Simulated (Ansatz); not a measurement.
# PBE0/def2-SVPD run of CHCl2F (dichlorofluoromethane)

What is the energy change on altering one bond length of CHCl2F (dichlorofluoromethane) at PBE0/def2-SVPD? 

The calculation is run with Ansatz 0.2.0.

78 further runs of the same task are left out: 78 set aside as unsound or not needed.

## (1) The system as given

CHCl2F has 5 atoms, charge 0, and is taken as a singlet. SMILES: `FC(Cl)Cl`. Geometry: relaxed at PBE0-D4/def2-TZVP.

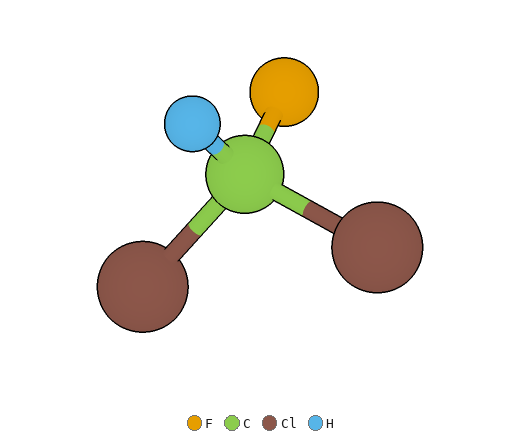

The structure, seen from a chosen angle (fluorine amber, carbon green, chlorine brown, hydrogen blue).

## (2) The energy at PBE0/def2-SVPD

run.yaml

```yaml
crystal:
  periodic: [false, false, false]
  atoms:
    - {symbol: F, position_ang: [-0.590600, 0.132500, 1.230400]}
    - {symbol: C, position_ang: [0.006400, 0.099400, 0.030700]}
    - {symbol: Cl, position_ang: [1.459900, -0.886800, 0.126900]}
    - {symbol: Cl, position_ang: [-1.120400, -0.525200, -1.167100]}
    - {symbol: H, position_ang: [0.294600, 1.106400, -0.262500]}
basis:
  gaussian:
    orbitals: def2-SVPD
hamiltonian:
  xc: pbe0
accuracy: high
output:
  orbitals: {seedname: orbitals}
```

Launch:

```console
$ ansatz run run.yaml --threads 1 --pin off --max-ram 3480MiB --events-out events.jsonl --progress --plain --runs-dir runs
```

Standard output:

```text
Warning: RAYON_NUM_THREADS=1 ignored (pool sized by the plan → 1); use --threads N
Functional definition: PBE0
  name "PBE0"
  parameter a = 0.25
  parameter kappa = 0.804
  parameter beta = 0.06672455060314922
  exchange = (1 - a)*pbe_x(kappa = kappa, mu = beta*pi^2/3) + a*exact_x
  correlation = pbe_c(beta = beta)
2035 factors; integrals over basis functions are off by at most 3.6e-9 eV
mean field evaluation 1: about -28792.2088 eV, gradient 2.1e1 eV
mean field evaluation 2: about -28791.7142 eV, gradient 2.8e1 eV
mean field evaluation 4: about -28792.8808 eV, gradient 5.5e-1 eV
mean field evaluation 8: about -28793.0353 eV, gradient 2.2e-1 eV
mean field evaluation 16: about -28793.0354 eV, gradient 1.3e-5 eV
mean field -28793.03541903 eV, -1058.1245350291 hartree, gradient 4.9e-8 eV, S^2 0.000000; 0 other end points of the search recorded, 0 dependent functions left out
reference -28793.03542166 eV, -1058.1245351255 hartree; 25, 25 occupied and 80, 80 virtual orbitals, 2035 factors
Total energy: -28793.03542166 eV, -1058.1245351255 hartree
```

It took 7.5 s on 1 thread of Arm Neoverse V2, shared host; peak memory 0.35 GiB.

## (3) The distorted shape, same level

run.yaml

```yaml
crystal:
  periodic: [false, false, false]
  atoms:
    - {symbol: F, position_ang: [-0.889116, 0.149051, 1.830283]}
    - {symbol: C, position_ang: [0.006400, 0.099400, 0.030700]}
    - {symbol: Cl, position_ang: [1.459900, -0.886800, 0.126900]}
    - {symbol: Cl, position_ang: [-1.120400, -0.525200, -1.167100]}
    - {symbol: H, position_ang: [0.294600, 1.106400, -0.262500]}
basis:
  gaussian: {orbitals: def2-SVPD}
hamiltonian: {xc: pbe0}
accuracy: high
output: {orbitals: {seedname: orbitals}}
```

Launch:

```console
$ ansatz run run.yaml --threads 1 --pin off --max-ram 3480MiB --events-out events.jsonl --progress --plain --runs-dir runs
```

Standard output, shortened:

```text
Warning: RAYON_NUM_THREADS=1 ignored (pool sized by the plan → 1); use --threads N
[... 7 set-up lines as earlier in the session ...]
2050 factors; integrals over basis functions are off by at most 3.1e-9 eV
mean field evaluation 1: about -28786.5433 eV, gradient 4.1e1 eV
mean field evaluation 2: about -28676.3945 eV, gradient 2.3e2 eV
mean field evaluation 4: about -28790.0033 eV, gradient 8.9e0 eV
mean field evaluation 8: about -28790.2906 eV, gradient 1.2e0 eV
mean field evaluation 16: about -28790.2942 eV, gradient 2.0e-4 eV
mean field -28790.29419631 eV, -1058.0237969519 hartree, gradient 2.9e-8 eV, S^2 0.000000; 0 other end points of the search recorded, 0 dependent functions left out
reference -28790.29419903 eV, -1058.0237970520 hartree; 25, 25 occupied and 80, 80 virtual orbitals, 2050 factors
Total energy: -28790.29419903 eV, -1058.0237970520 hartree
```

It took 6.9 s on 1 thread of Arm Neoverse V2, shared host; peak memory 0.35 GiB.

## (4) Results

Level: PBE0/def2-SVPD.

```
                                                         quantity           value
                                        first shape: total energy  -1058.12454 Eh
                                         first shape: HOMO energy        -9.28 eV
                                         first shape: LUMO energy        -0.53 eV
                                       first shape: HOMO–LUMO gap         8.76 eV
                                    distorted shape: total energy  -1058.02380 Eh
                                     distorted shape: HOMO energy        -9.85 eV
                                     distorted shape: LUMO energy        -3.98 eV
                                   distorted shape: HOMO–LUMO gap         5.86 eV
energy change with the F1–C2 bond stretched from 1.340 to 2.011 Å        2.741 eV
```

What this shows: With the F1–C2 bond stretched from 1.340 to 2.011 Å the energy rises by 2.74 eV (264 kJ/mol). The first shape isn't relaxed at this level, so the change isn't measured from a minimum.
